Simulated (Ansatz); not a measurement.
## Meshes and cutoff for the phonons of Na3Y (built on the sites of a database entry of Li3Bi)

Wanted: convergence of the phonons of Na3Y (built on the sites of a database entry of Li3Bi) against cost.

Method: DFT LDA, scalar-relativistic, plane waves, PAW, in Ansatz 0.2.0.

The structure was built from a prototype and need not be the compound's stable phase.

### Step 1. The structure

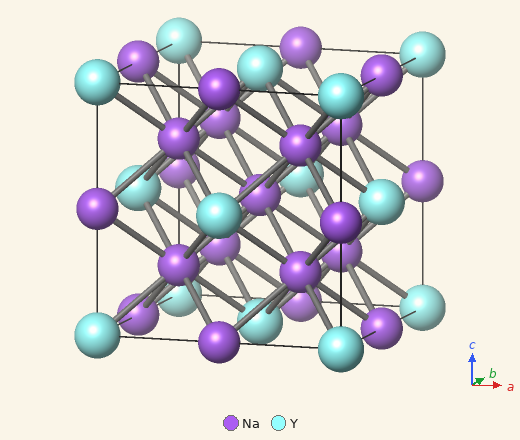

Start, viewed slightly off an axis; sodium purple, yttrium teal. This picture shows the conventional cell, with its axes. Some periodic images of atoms are drawn too.

Coordinates:

```
Na Y
1.0
     0.00000    3.96578    3.96578
     3.96578    0.00000    3.96578
     3.96578    3.96578    0.00000
Na Y
3 1
Direct
  0.75000 0.75000 0.75000
  0.50000 0.50000 0.50000
  0.25000 0.25000 0.25000
  0.00000 0.00000 0.00000
```

### Step 2. Tight relaxation

Phonons need a cell at rest on their own settings, so the relaxation is repeated with tight tolerances on forces and stress on the k mesh and occupations of the first response run.

Input file input.yaml:

```yaml
crystal:
  lattice:
    - [0.0, 3.9657817518, 3.9657817518]
    - [3.9657817518, 0.0, 3.9657817518]
    - [3.9657817518, 3.9657817518, 0.0]
  atoms:
    - { symbol: Na, position: [0.75, 0.75, 0.75] }
    - { symbol: Na, position: [0.5, 0.5, 0.5] }
    - { symbol: Na, position: [0.25, 0.25, 0.25] }
    - { symbol: "Y", position: [0.0, 0.0, 0.0] }
kpoints:
  mp_grid: { grid: [12, 12, 12] }
hamiltonian:
  xc: lda
scf:
  occupations: { method: methfessel_paxton, width: 0.2 }
output:
  forces: true
  stress: true
  eigenvalues: true
relax:
  adjacent_minimum: "off"
  f_tol: 0.001
  max_steps: 60
  cell: { stress_tol: 0.01 }
```

Started as:

```sh
$ ansatz run input.yaml --threads 8 --pin off --max-ram 14336MiB --backend cpu --events-out ev --progress --plain --runs-dir out
```

Numbers of over 12 decimals in the logs are rounded to 6 here.

Output:

```text
band count auto-derived: 24, from the close of a first SCF at 23 (N_el = 38.0; filled up to band 19; 23 by the electrons, moments and atoms)
Engine: ansatz 0.2.0, x86_64-unknown-linux-gnu
Pseudopotentials: kind: paw
Pseudopotential: Na, paw, valence charge 9, recommended cutoff 420 eV (normal), Na.paw.azcp
Pseudopotential: Y, paw, valence charge 11, recommended cutoff 420 eV (normal), Y.paw.azcp
[...]
F+E_penalty+E_count = -8143.78536918 eV   max|allowed force component| = 1.988e-18 eV/Å   (the final SCF, on the basis selected at the relaxed cell)
  cell:  # Å, volume = 124.5910 Å³
    - [0, 3.964170, 3.964170]
    - [3.964170, 0, 3.964170]
    - [3.964170, 3.964170, 0]
  atoms:
    - { symbol: Na, position: [0.750000, 0.750000, 0.750000] }
    - { symbol: Na, position: [0.500000, 0.500000, 0.500000] }
    - { symbol: Na, position: [0.250000, 0.250000, 0.250000] }
    - { symbol: Y, position: [0, 0, 0] }
[key lines of the parts left out:]
SCF converged after 5 iterations
Free energy (F): -8143.785369 eV
Fermi energy:    4.137064 eV
P = ⅓ Tr σ = 0.0000 GPa (0.000 kbar)
```

Wall time 2 s (8 threads of AMD EPYC 9R45, shared host); peak memory 0.66 GiB; 13 s of CPU time.

Little changed from the start: no atom moved by 0.005 Å and no cell edge by 0.1 %.

This step gave:

```
pressure          : 3.48e-5 GPa
volume per atom   : 31.15 Å³
gap on the k-mesh : 0 eV
```

The forces vanish by symmetry and the pressure is 0.000 GPa, within the tolerances set. The cell now holds 31.15 Å³/atom.

### Step 3. Phonons on a q mesh

Stability and thermal properties need the whole zone. Linear response on a 4×4×4 q mesh gives force constants as far as a supercell of that size would.

Input file input.yaml:

```yaml
crystal:
  lattice:
    - [0.0, 3.9641698809, 3.9641698809]
    - [3.9641698809, 0.0, 3.9641698809]
    - [3.9641698809, 3.9641698809, 0.0]
  atoms:
    - { symbol: Na, position: [0.75, 0.75, 0.75] }
    - { symbol: Na, position: [0.5, 0.5, 0.5] }
    - { symbol: Na, position: [0.25, 0.25, 0.25] }
    - { symbol: "Y", position: [0.0, 0.0, 0.0] }
kpoints:
  mp_grid: { grid: [12, 12, 12] }
hamiltonian:
  xc: lda
scf:
  occupations: { method: methfessel_paxton, width: 0.2 }
output:
  eigenvalues: true
phonons:
  method: dfpt
  qmesh: [4, 4, 4]
  temperatures: { t_max: 1000, t_step: 50 }
  qpath:
    path:
      - [[0.0, 0.0, 0.0], [0.5, 0.0, 0.5], [0.625, 0.25, 0.625]]
      - [[0.375, 0.375, 0.75], [0.0, 0.0, 0.0], [0.5, 0.5, 0.5], [0.5, 0.25, 0.75], [0.5, 0.0, 0.5]]
    npoints: 10
```

Output:

```text
Warning: phonons: the dynamical matrix that this run interpolates holds no multipole term above the dipole-dipole one, and a site of this crystal is no centre of inversion, so its interpolated transverse optical and acoustic branches and sound speeds can stay off near Gamma, and the density of states and the thermodynamics with them. What a run solves at a wave vector of phonons.qpoints, Gamma apart, where the deck admits one, is free of this, and under fd what a larger phonons.supercell samples
[...]
Crystal: 4 atoms, lattice volume = 124.591 Å³
Basis set: ecut = 420 eV, 2421 PW (Γ), exchange–correlation on 80×80×80 points (8 copies of the dense FFT grid, shifted against one another)
Bands: 23, of which v1, the nominal top of the filled ones, is band 19 counted from 1 (18 counted from 0)
Symmetry: 48 space group operations
k-points: 72 of 1728
[...]
SCF iter   1: F=—  HF=-8143.798386 eV  |F-HF|=—  |Δ(HF+E_count)|=         —  Δρ=6.18e-3  dr2=2.62e-2  ethr=1.77e-3  ⟨swp⟩=4.5  Hψ=5725  notcnv=0
[...]
SCF iter   7: F=-8143.785370 eV  HF=-8143.785370 eV  |F-HF|=5.22e-9  |Δ(HF+E_count)|=   3.15e-8  S|Δr|=    0.00e0  Δρ=4.42e-6  dr2=1.90e-8  ethr=2.63e-10  ⟨swp⟩=4.1  Hψ=4591  notcnv=0
SCF 1, on 23 bands, converged in 7 iterations: F = -8143.785370 eV; the run's SCF on all bands comes behind
[...]
Bands: 24, of which v1, the nominal top of the filled ones, is band 19 counted from 1 (18 counted from 0)
[...]
SCF iter   5: F=-8143.785370 eV  HF=-8143.785370 eV  |F-HF|=1.82e-12  |Δ(HF+E_count)|=  5.46e-12  S|Δr|=    0.00e0  Δρ=3.02e-8  dr2=1.21e-12  ethr=1.00e-12  ⟨swp⟩=5.1  Hψ=6598  notcnv=0
SCF 2 converged in 5 iterations: F = -8143.785370 eV  dr2 = 1.21e-12
[...]
SCF iter   1: F=—  HF=-8143.785371 eV  |F-HF|=—  |Δ(HF+E_count)|=         —  Δρ=6.41e-8  dr2=5.70e-12  ethr=2.15e-9  ⟨swp⟩=4.8  Hψ=11915  notcnv=0
eigensolver tolerance schedule: the retry pair's looser diagonalisation over-reported the residual by 143335.24 of it (diagonalisation noise at 0.11 of the residual, at the tolerance the schedule requests for it); recorded, not acted on — ethr = c·dr2/N_el stays at c = 1.0e-1
[...]
SCF iter   2: F=-8143.785370 eV  HF=-8143.785370 eV  |F-HF|=2.73e-12  |Δ(HF+E_count)|=   9.49e-7  S|Δr|=    0.00e0  Δρ=3.47e-8  dr2=3.84e-12  ethr=1.00e-12  ⟨swp⟩=3.1  Hψ=3906  notcnv=0
SCF 3, on 23 bands, converged in 2 iterations: F = -8143.785370 eV; the run's SCF on all bands comes behind
[...]
SCF iter   2: F=-8143.785370 eV  HF=-8143.785370 eV  |F-HF|=3.64e-12  |Δ(HF+E_count)|=   7.67e-7  S|Δr|=    0.00e0  Δρ=3.83e-8  dr2=3.95e-12  ethr=1.00e-12  ⟨swp⟩=4.8  Hψ=5346  notcnv=0
SCF 4 converged in 2 iterations: F = -8143.785370 eV  dr2 = 3.95e-12
phonons: the bands overlap, so this run is a metal and interpolates without the dipole-dipole term. If the crystal is really an insulator or semiconductor, its LO-TO splitting is missing
NSCF: frozen V_eff on 72 k-points
[...]
DFPT response loops at q = (0, 0, 0) (fractional): preconditioner auto → Kerker (q_TF=auto, 2.238 Å⁻¹) (partly filled bands, converged f_vac=0.000); β = 1.00, the filter's whole step (`scf.mixing.beta` (0.50) is not read by the response loops under this deck's `scf.mixing.preconditioner`; to damp them name `kerker` or `kerker_dos`, under which they read `scf.mixing.beta`, and type it under 1.00, their step now; both keys bind the ground state too); Broyden in place of MSR1
[...]
SCF converged after 12 iterations (7 of them on 23 bands)
[...]
Free energy (F): -8143.785370 eV
[...]
Internal energy: -8143.789139 eV  (E = F + TS)
E sigma→0 (E₀):  -8143.786312 eV
Entropy (-TS):   0.003769 eV (0.942 meV/atom)
Fermi energy:    4.137064 eV
[...]
--- Band table (eV; the first three rows and the last of 72) ---
  k-point 0: bands = [... 15 lower, -19.7812, 0.1456, 4.3113, 4.3113, 4.3113, 4.8874, 4.8874, 7.1786, ... 1 higher]
  k-point 1: bands = [... 15 lower, -19.7810, 0.2017, 4.2467, 4.3300, 4.3300, 4.8651, 4.8651, 6.8671, ... 1 higher]
  k-point 2: bands = [... 15 lower, -19.7804, 0.3683, 4.0522, 4.3663, 4.3663, 4.8339, 4.8339, 6.2505, ... 1 higher]
  k-point 71: bands = [... 15 lower, -19.7741, 2.9103, 3.0127, 3.1819, 3.1819, 5.0776, 5.2986, 5.2986, ... 1 higher]
--- Phonons (Γ-DFPT): 3 representative perturbations + reference (Σ response iterations 9) ---
  ASR residual: 1.887e-5 → 0.000e0 eV/Å²; symmetrization residual: 1.918e-6 eV/Å²
  ASR residual per site (eV/Å²): 7.17e-6 9.19e-6 7.17e-6 1.89e-5
  Γ frequencies (cm⁻¹): 0.00 0.00 0.00 118.04 118.04 118.04 136.76 136.76 136.76 159.75 159.75 159.75
--- Phonons (arbitrary-q DFPT): 8 irreducible q on the 4×4×4 mesh ---
  q = [0.0000, 0.0000, 0.0000] (star 1, of the zone-centre solve; hermiticity 1.51e-6, symmetrization 1.06e-12): 0.00 0.00 0.00 118.04 118.04 118.04 136.76 136.76 136.76 159.75 159.75 159.75
  q = [0.0000, 0.0000, 0.2500] (star 8, 3 solved perturbations on 936 of 1728 k-point pairs; hermiticity 2.81e-6, symmetrization 1.80e-12): 22.09 22.09 45.88 101.40 104.91 104.91 141.84 143.74 143.74 152.11 157.34 157.34
[...]
q = [0.0000, 0.2500, 0.2500] (star 6, 6 solved perturbations in 2412 linear systems a pass and spin channel, the states on 510 of 1728 k-point pairs; hermiticity 1.83e-6, symmetrization 6.78e-13): 29.89 29.89 49.93 93.79 93.79 111.55 134.26 148.84 149.18 149.18 155.82 155.82
[...]
sum rule: each row above includes the acoustic sum rule's correction from the zone centre's row sums; it moved no ω² by more than (0.33 cm⁻¹)²
  mesh force constants: q→R imaginary residual 5.49e-18; ASR residual 1.887e-5 → 0.000e0 eV/Å²; symmetrization residual 8.882e-16 eV/Å²
  interpolated dispersion: 62 rows × 12 modes
  density of states and harmonic sums: on the 16×16×16 q-mesh, interpolated from the force constants of a 4×4×4 supercell (no non-analytic term)
  largest difference from the sums on the solved wave vectors: F 2.46e-2 eV, S 2.93e-5 and C_V 4.71e-6 eV/K
  zero-point energy: 0.079324 eV/cell   skipped modes (ω ≤ 0): 22, of them read as no rigid motion or as one in doubt: 19 (8.643e-2 modes/cell left out, lowest -17.25 cm⁻¹)   left out of the sums: 7.26e-3 of the cell's modes: C_V's classical limit lies that fraction below 3 k_B per atom; for a crystal, a wire or a layer, F and S can be off by more, and a phonons.interpolated_qmesh denser along its periods is the remedy for the sampling
```

Elapsed: 5.5 min, on 8 threads; peak memory 8.2 GiB; 41 min of CPU time.

This step gave:

```yaml
sum_rule_residual_before_enforcement: 1.89e-5 eV/Å²
lowest_frequency_on_the_path: -17.25 cm⁻¹
point_group: m-3m
highest_frequency_on_the_path_or_at_a_solved_wavevector: 164.5 cm⁻¹
highest_optical_mode_at_the_zone_centre_no_lo_to_term: 159.8 cm⁻¹
lowest_optical_zone_centre_mode: 118.0 cm⁻¹
lowest_mode_on_the_q_mesh_acoustic_modes_at_gamma_apart: -17.25 cm⁻¹
```

Frequencies (cm⁻¹) solved at each irreducible wavevector; negative means imaginary. Frequencies by wavevector, by row:

```
q in reciprocal lattice units  star  mode 1  mode 2  mode 3  mode 4  mode 10  mode 11  mode 12
                        0 0 0     1       0       0       0     118    159.8    159.8    159.8
                     0 0 0.25     8    22.1    22.1    45.9   101.4    152.1    157.3    157.3
                     0 0 -0.5     4      38      38      43    92.4    150.5    152.2    152.2
                  0 0.25 0.25     6    29.9    29.9    49.9    93.8    149.2    155.8    155.8
                  0 0.25 -0.5    24    21.5      23    47.1    97.5    153.2      155    160.9
                 0 0.25 -0.25    12     8.5    32.4    38.4    96.9      154    154.8    160.8
                  0 -0.5 -0.5     3   -17.2   -17.2    60.5   103.6    135.3    164.5    164.5
              0.25 -0.5 -0.25     6    10.8    38.3    38.3    91.3    153.3    154.2    154.7
```

Interpolated from a 4×4×4 q mesh. Phonon branches along the path, in cm⁻¹:

```
    point  branch 1  branch 2  branch 3  branch 4  branch 9  branch 10  branch 11  branch 12
        Γ         0         0         0       118       137        160        160        160
        X       -17       -17        60       104       133        135        164        164
        U       -10        22        50        96       145        146        155        163
jump to K       -10        22        50        96       145        146        155        163
        Γ         0         0         0       118       137        160        160        160
        L        38        38        43        92       150        150        152        152
        W        11        38        38        91       153        153        154        155
        X       -17       -17        60       104       133        135        164        164
```

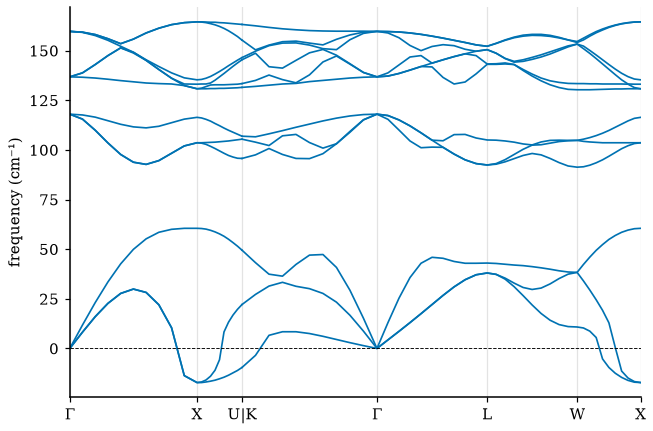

Phonon branches along the path.

Symmetry leaves 8 wavevectors to solve. The lowest mode among them, the acoustic zeros apart, lies at q = (0, -0.5, -0.5) and is imaginary, 17.2i cm⁻¹, so the energy falls along it.

### Step 4. Another q mesh, q mesh 2×2×2

The q mesh is changed to 2×2×2, to see how far the force constants must reach.

Changes to input.yaml since step 3:

```diff
@@ -20,3 +20,3 @@
   method: dfpt
-  qmesh: [4, 4, 4]
+  qmesh: [2, 2, 2]
   temperatures: { t_max: 1000, t_step: 50 }
```

Output:

```text
[...]
Crystal: 4 atoms, lattice volume = 124.591 Å³
Basis set: ecut = 420 eV, 2421 PW (Γ), exchange–correlation on 80×80×80 points (8 copies of the dense FFT grid, shifted against one another)
Bands: 23, of which v1, the nominal top of the filled ones, is band 19 counted from 1 (18 counted from 0)
Symmetry: 48 space group operations
k-points: 72 of 1728
[...]
k-point 71: bands = [... 15 lower, -19.7741, 2.9103, 3.0127, 3.1819, 3.1819, 5.0776, 5.2986, 5.2986, ... 1 higher]
[...]
ASR residual: 1.887e-5 → 0.000e0 eV/Å²; symmetrization residual: 1.918e-6 eV/Å²
  ASR residual per site (eV/Å²): 7.17e-6 9.19e-6 7.17e-6 1.89e-5
[...]
--- Phonons (arbitrary-q DFPT): 3 irreducible q on the 2×2×2 mesh ---
[...]
interpolated dispersion: 62 rows × 12 modes
[...]
[key lines of the parts left out:]
SCF converged after 12 iterations (7 of them on 23 bands)
Free energy (F): -8143.785370 eV
Fermi energy:    4.137064 eV
```

Run time: 48 s. Hardware: 8 threads; peak memory 3.1 GiB.

Frequencies (cm⁻¹) solved at each irreducible wavevector; negative means imaginary. Frequencies by wavevector, by row:

```
q in reciprocal lattice units  star  mode 1  mode 2  mode 3  mode 4  mode 10  mode 11  mode 12
                        0 0 0     1       0       0       0     118    159.8    159.8    159.8
                     0 0 -0.5     4      38      38      43    92.4    150.5    152.2    152.2
                  0 -0.5 -0.5     3   -17.2   -17.2    60.5   103.6    135.3    164.5    164.5
```

### Step 5. Another q mesh, q mesh 3×3×3

The q mesh is changed to 3×3×3, to see how far the force constants must reach.

Changes to input.yaml since step 4:

```diff
@@ -20,3 +20,3 @@
   method: dfpt
-  qmesh: [2, 2, 2]
+  qmesh: [3, 3, 3]
   temperatures: { t_max: 1000, t_step: 50 }
```

Output:

```text
[...]
Crystal: 4 atoms, lattice volume = 124.591 Å³
Basis set: ecut = 420 eV, 2421 PW (Γ), exchange–correlation on 80×80×80 points (8 copies of the dense FFT grid, shifted against one another)
Bands: 23, of which v1, the nominal top of the filled ones, is band 19 counted from 1 (18 counted from 0)
Symmetry: 48 space group operations
k-points: 72 of 1728
[...]
k-point 71: bands = [... 15 lower, -19.7741, 2.9103, 3.0127, 3.1819, 3.1819, 5.0776, 5.2986, 5.2986, ... 1 higher]
[...]
ASR residual: 1.887e-5 → 0.000e0 eV/Å²; symmetrization residual: 1.918e-6 eV/Å²
  ASR residual per site (eV/Å²): 7.17e-6 9.19e-6 7.17e-6 1.89e-5
[...]
--- Phonons (arbitrary-q DFPT): 4 irreducible q on the 3×3×3 mesh ---
[...]
interpolated dispersion: 62 rows × 12 modes
[...]
[key lines of the parts left out:]
SCF converged after 12 iterations (7 of them on 23 bands)
Free energy (F): -8143.785370 eV
Fermi energy:    4.137064 eV
```

Run time: 2.5 min. Hardware: 8 threads; peak memory 5.5 GiB.

Numbers from this step:

* lowest frequency on the path: -14.98 cm⁻¹
* lowest mode on the q mesh (acoustic modes at Γ apart): 8.62 cm⁻¹

### Step 6. Another k mesh, k-mesh 4×4×4, q mesh 2×2×2

The k mesh is changed to 4×4×4 on a small fixed q mesh, to find the coarsest that serves.

Changes to input.yaml since step 5:

```diff
@@ -11,3 +11,3 @@
 kpoints:
-  mp_grid: { grid: [12, 12, 12] }
+  mp_grid: { grid: [4, 4, 4] }
 hamiltonian:
@@ -20,3 +20,3 @@
   method: dfpt
-  qmesh: [3, 3, 3]
+  qmesh: [2, 2, 2]
   temperatures: { t_max: 1000, t_step: 50 }
```

Output:

```text
[...]
Crystal: 4 atoms, lattice volume = 124.591 Å³
Basis set: ecut = 420 eV, 2421 PW (Γ), exchange–correlation on 80×80×80 points (8 copies of the dense FFT grid, shifted against one another)
Bands: 23, of which v1, the nominal top of the filled ones, is band 19 counted from 1 (18 counted from 0)
Symmetry: 48 space group operations
k-points: 8 of 64
[...]
SCF iter   1: F=—  HF=-8143.813665 eV  |F-HF|=—  |Δ(HF+E_count)|=         —  Δρ=6.17e-3  dr2=3.04e-2  ethr=1.77e-3  ⟨swp⟩=4.4  Hψ=646  notcnv=0
[...]
SCF iter   7: F=-8143.799454 eV  HF=-8143.799454 eV  |F-HF|=4.11e-9  |Δ(HF+E_count)|=   3.77e-9  S|Δr|=    0.00e0  Δρ=4.75e-6  dr2=2.22e-8  ethr=2.63e-10  ⟨swp⟩=3.8  Hψ=510  notcnv=0
SCF 1, on 23 bands, converged in 7 iterations: F = -8143.799454 eV; the run's SCF on all bands comes behind
[...]
Bands: 24, of which v1, the nominal top of the filled ones, is band 19 counted from 1 (18 counted from 0)
[...]
SCF iter   1: F=—  HF=-8143.799454 eV  |F-HF|=—  |Δ(HF+E_count)|=         —  Δρ=4.74e-6  dr2=2.20e-8  ethr=4.71e-9  ⟨swp⟩=3.0  Hψ=2371  notcnv=0
automatic band count: the SCF goes on with 29 bands, as 24 were too few: they end inside the smearing window of the response
[...]
SCF iter   2: F=—  HF=-8143.799454 eV  |F-HF|=—  |Δ(HF+E_count)|=   3.64e-9  S|Δr|=    0.00e0  Δρ=2.59e-6  dr2=9.54e-9  ethr=5.80e-11  ⟨swp⟩=2.4  Hψ=319  notcnv=0
[...]
SCF iter   5: F=-8143.799454 eV  HF=-8143.799454 eV  |F-HF|=6.37e-12  |Δ(HF+E_count)|=  6.37e-12  S|Δr|=    0.00e0  Δρ=3.21e-8  dr2=2.55e-12  ethr=1.00e-12  ⟨swp⟩=5.6  Hψ=812  notcnv=0
SCF 2 converged in 5 iterations: F = -8143.799454 eV  dr2 = 2.55e-12
[...]
SCF iter   2: F=-8143.799454 eV  HF=-8143.799454 eV  |F-HF|=8.19e-12  |Δ(HF+E_count)|=   1.38e-6  S|Δr|=    0.00e0  Δρ=5.18e-8  dr2=9.35e-12  ethr=1.00e-12  ⟨swp⟩=3.4  Hψ=451  notcnv=0
SCF 3, on 23 bands, converged in 2 iterations: F = -8143.799454 eV; the run's SCF on all bands comes behind
[...]
SCF iter   2: F=-8143.799454 eV  HF=-8143.799454 eV  |F-HF|=9.09e-13  |Δ(HF+E_count)|=   6.99e-7  S|Δr|=    0.00e0  Δρ=3.65e-8  dr2=3.44e-12  ethr=1.00e-12  ⟨swp⟩=5.1  Hψ=638  notcnv=0
SCF 4 converged in 2 iterations: F = -8143.799454 eV  dr2 = 3.44e-12
[...]
SCF converged after 12 iterations (7 of them on 23 bands)
[...]
Free energy (F): -8143.799454 eV
[...]
Internal energy: -8143.791253 eV  (E = F + TS)
E sigma→0 (E₀):  -8143.797404 eV
Entropy (-TS):   -0.008200 eV (-2.050 meV/atom)
Fermi energy:    4.277834 eV
Step filling:    the computed levels leave a gap of 0.0600 eV = 0.3 smearing widths at the electron count; against every level under it full and every level over it empty, smearing changes F+E_penalty+E_count by +3.335 meV and its σ→0 estimate by +5.385 meV
[...]
--- Band table (eV; the first three rows and the last of 8) ---
  k-point 0: bands = [... 15 lower, -19.7427, 0.1471, 4.3254, 4.3254, 4.3254, 4.9056, 4.9056, 7.1825, ... 6 higher]
  k-point 1: bands = [... 15 lower, -19.7415, 0.6421, 3.7268, 4.3800, 4.3800, 4.8951, 4.8951, 5.6836, ... 6 higher]
  k-point 2: bands = [... 15 lower, -19.7403, 1.7513, 2.3732, 4.2655, 4.2655, 4.9982, 5.2981, 5.2981, ... 6 higher]
  k-point 7: bands = [... 15 lower, -19.7368, 2.9161, 3.0172, 3.1843, 3.1843, 5.0965, 5.3136, 5.3136, ... 6 higher]
[...]
ASR residual: 2.364e-5 → 0.000e0 eV/Å²; symmetrization residual: 3.557e-6 eV/Å²
  ASR residual per site (eV/Å²): 7.02e-6 1.57e-5 7.02e-6 2.36e-5
[...]
--- Phonons (arbitrary-q DFPT): 3 irreducible q on the 2×2×2 mesh ---
[...]
interpolated dispersion: 62 rows × 12 modes
[...]
```

Elapsed: 5.7 s, on 8 threads; peak memory 0.76 GiB; 36 s of CPU time.

The run finished; it serves as a test, and its numbers are not taken as the result.

[end of part 1 of 3]

[Logs are printed without paths, hosts, clocks, repeated set-up lines and the standing remarks that a program may print on its own settings, such as how far it seeks lower states.]

[Hosts, paths, dates, database ids (printed as entryN), source tags and the programs' standing remarks are cut or masked in the printed files.]
